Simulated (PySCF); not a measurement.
# Ce(OH)3: other functionals and bases at one geometry

Aim: see how levels, charges and forces of Ce(OH)3 depend on the level of theory. It is a constructed species; whether it can be made isn't addressed.

Program: PySCF 2.14.0. Level of theory: several levels, as the steps say, no spin–orbit coupling. These are calculated values, not measurements.

1 further run of the same task is left out (for a known fault of the program).

## (1) The starting structure

7 atoms, charge 0, spin multiplicity 1.

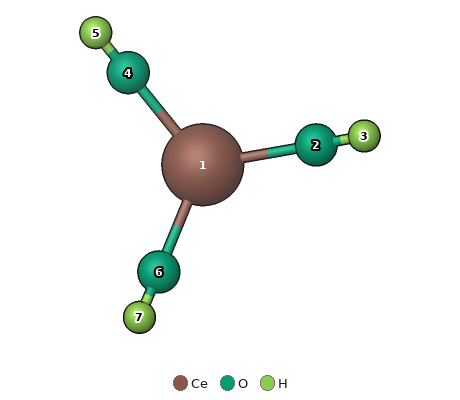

The structure; cerium brown, oxygen teal, hydrogen green; atoms are numbered from 1 in the order of the file.

Geometry (Å):

```xyz
7

Ce    0.00000    0.00000   -0.35038
O     2.10717   -0.00002    0.06762
H     3.01003   -0.00003    0.38623
O    -1.05357    1.82487    0.06762
H    -1.50499    2.60677    0.38623
O    -1.05360   -1.82485    0.06762
H    -1.50504   -2.60674    0.38623
```

Formal oxidation states: Ce +3. Each metal's 1 4f electrons lie in its core potential, so multiplicities, spins and levels count the valence alone. An earlier session relaxed this geometry at PBE0, Ce lcecp-1-SVP with ECP47, O def2-SVP, H def2-SVP (singlet, point group C3v).

At PBE0 on the finer grid: E = -259.465560 Eh, HOMO -7.44 eV, LUMO -1.23 eV, Mulliken charge on Ce1 +1.17 e, largest force component 0.004 eV/Å. 

Levels to run: wB97X; BLYP; PBE0, TZVP. Hardware: 2 threads of Intel Xeon 6975P-C (Granite Rapids), shared host.

## (2) wB97X

Input file run.py (the lines that set the calculation):

```python
mol = gto.M(atom='''
Ce     0.00000     0.00000    -0.35038
O      2.10717    -0.00002     0.06762
H      3.01003    -0.00003     0.38623
O     -1.05357     1.82487     0.06762
H     -1.50499     2.60677     0.38623
O     -1.05360    -1.82485     0.06762
H     -1.50504    -2.60674     0.38623''',
    basis={'Ce': 'lcecp-1-SVP', 'O': 'def2-SVP', 'H': 'def2-SVP'},
    ecp={'Ce': 'lcecp-1-SVP'},
    charge=0, spin=0)
mf = dft.RKS(mol, xc='WB97X')
mf.grids.atom_grid = (75, 302)  # f atoms: unpruned, at least (60, 302)
mf = mf.density_fit()  # fitting sets: Ce AutoAux, O def2-universal-JKFIT, H def2-universal-JKFIT
mf.conv_tol = 1e-08; mf.max_cycle = 55
mf.kernel(dm0)  # dm0: the density of the relaxed state
```

Started as:

```sh
> OMP_NUM_THREADS=2 python run.py
```

## (3) BLYP

run.py (the lines that set the calculation), as its differences from that of step 2:

```diff
@@ -11,3 +11,3 @@
     charge=0, spin=0)
-mf = dft.RKS(mol, xc='WB97X')
+mf = dft.RKS(mol, xc='BLYP')
 mf.grids.atom_grid = (75, 302)  # f atoms: unpruned, at least (60, 302)
```

## (4) PBE0, TZVP

Basis: Ce lcecp-1-TZVP with ECP47, O def2-TZVP, H def2-TZVP. 

Input file run.py (the lines that set the calculation):

```python
mol = gto.M(atom='''
Ce     0.00000     0.00000    -0.35038
O      2.10717    -0.00002     0.06762
H      3.01003    -0.00003     0.38623
O     -1.05357     1.82487     0.06762
H     -1.50499     2.60677     0.38623
O     -1.05360    -1.82485     0.06762
H     -1.50504    -2.60674     0.38623''',
    basis={'Ce': 'lcecp-1-TZVP', 'O': 'def2-TZVP', 'H': 'def2-TZVP'},
    ecp={'Ce': 'lcecp-1-TZVP'},
    charge=0, spin=0)
mf = dft.RKS(mol, xc='PBE0')
mf.grids.atom_grid = (75, 302)  # f atoms: unpruned, at least (60, 302)
mf = mf.density_fit()  # fitting sets: Ce AutoAux, O def2-universal-JKFIT, H def2-universal-JKFIT
mf.conv_tol = 1e-08; mf.max_cycle = 55
mf.kernel(dm0)  # dm0: free metal ions and neutral atoms
```

Q: Predict the outcome of this session. Wanted: for each run, HOMO; gap; charge on Ce1; dipole; largest force.

**Answer**, as computed:

| level | state | HOMO (eV) | gap (eV) | charge on Ce1 (e) | dipole (D) | largest force (eV/Å) | basis functions | time |
| --- | --- | --- | --- | --- | --- | --- | --- | --- |
| PBE0 (relaxed here) | singlet | -7.44 | 6.21 | 1.17 | 1.49 | 0.00 | 90 | 8.6 s |
| wB97X | singlet | -9.90 | 10.36 | 1.19 | 1.60 | 0.25 | 90 | 4.5 s |
| BLYP | singlet | -5.65 | 3.77 | 0.92 | 1.33 | 0.65 | 90 | 4.5 s |
| PBE0, TZVP | singlet | -7.74 | 6.47 | 1.64 | 1.69 | 0.25 | 158 | 8.9 s |

Times are on 2 threads of Intel Xeon 6975P-C (Granite Rapids), shared host; the first row also made further properties.

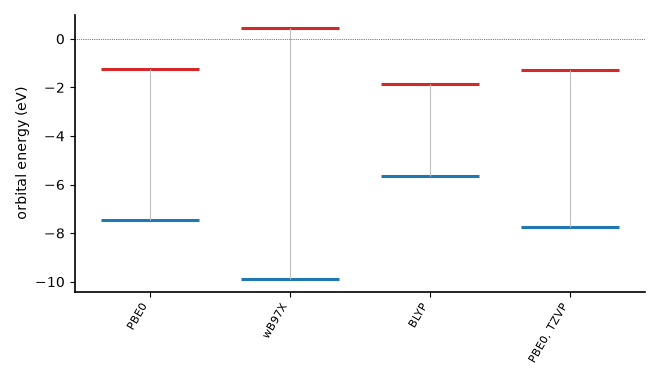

Highest filled and lowest empty level, method by method.

In one basis the HOMO–LUMO gap runs from 3.77 eV (BLYP) to 10.36 eV (wB97X). The largest leftover force, 0.65 eV/Å with BLYP, stands at a geometry relaxed at another level. The Mulliken charge on Ce spans +0.92 to +1.64 e over the levels. With 4f in the core, its levels are missing from HOMO and gap. Total energies of different levels can't be compared. Spin–orbit coupling is left out throughout.
